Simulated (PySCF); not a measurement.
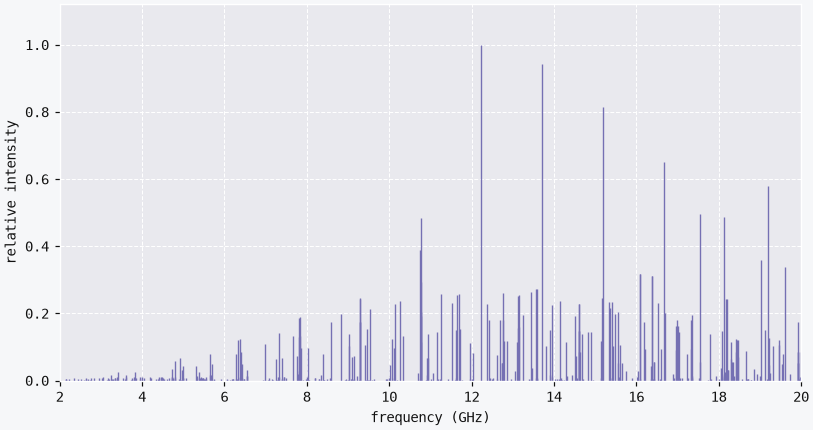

Simulated rotational absorption lines between 2 and 20 GHz at 1.5 K: rigid rotor with the equilibrium constants and dipole of one optimised conformer (PBE0-D3(BJ)/def2-SVP, PySCF 2.14.0), commonest isotopes; no centrifugal distortion, hyperfine structure, internal rotation or nuclear-spin weights; lines within 1 MHz of each other are summed.

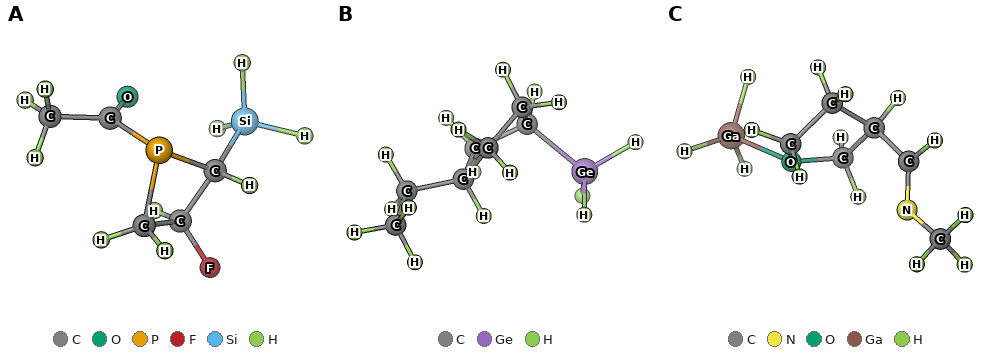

> Which molecule gives this spectrum? Choose among the lettered structures.

Structure A, C₅H₁₀FOPSi, SMILES CC(=O)P1C[C@H](F)[C@H]1[SiH3]. Rotational constants A, B, C = 1.408, 1.031, 0.7373 GHz, |μa|, |μb|, |μc| = 2.52, 2.22, 0.34 D.

Known limits of this run: coarse grid, loose stop and no frequency check, small forces are noise and the end may be a saddle.
